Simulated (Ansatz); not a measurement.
The figure comes from a scan of CoSi2 (fluorite type, space group Fm-3m): one Si atom of a 6-atom cell moves by s along Cartesian x, with its periodic images. Method: PBE (plane waves to 420 eV, PAW, scalar-relativistic; Ansatz, a quantum-chemistry and plane-wave program). k mesh 6×12×12 (Γ-centred), Fermi-Dirac smearing 0.05 eV. E stands for the smeared free energy. With partly filled bands, energies and forces of such displacements shift with the k mesh and the smearing. CoSi2 is run without spin polarisation. CoSi2 was relaxed with its symmetry unable to fall. The zero of ΔE is the undisplaced structure.

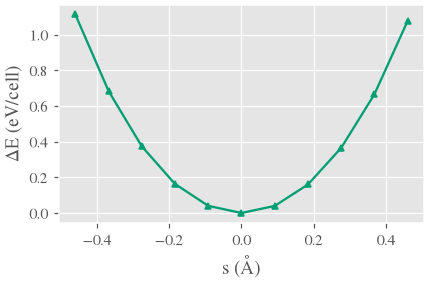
Figure: ΔE (eV/cell) against s (Å); markers are the computed points, lines only join them.

Read the plotted values off the figure, to the accuracy that the plot allows.

To the nearest 0.02:

```json
[
 {"s (Å)": "-0.460", "ΔE (eV/cell)": "1.12"},
 {"s (Å)": "-0.368", "ΔE (eV/cell)": "0.68"},
 {"s (Å)": "-0.276", "ΔE (eV/cell)": "0.38"},
 {"s (Å)": "-0.184", "ΔE (eV/cell)": "0.16"},
 {"s (Å)": "-0.092", "ΔE (eV/cell)": "0.04"},
 {"s (Å)": "0.000", "ΔE (eV/cell)": "0.00"},
 {"s (Å)": "0.092", "ΔE (eV/cell)": "0.04"},
 {"s (Å)": "0.184", "ΔE (eV/cell)": "0.16"},
 {"s (Å)": "0.276", "ΔE (eV/cell)": "0.36"},
 {"s (Å)": "0.368", "ΔE (eV/cell)": "0.66"},
 {"s (Å)": "0.460", "ΔE (eV/cell)": "1.08"}
]
```

(For displaced atoms, the force is minus the slope of the energy, and its curvature is a force constant, which sets phonon frequencies.)
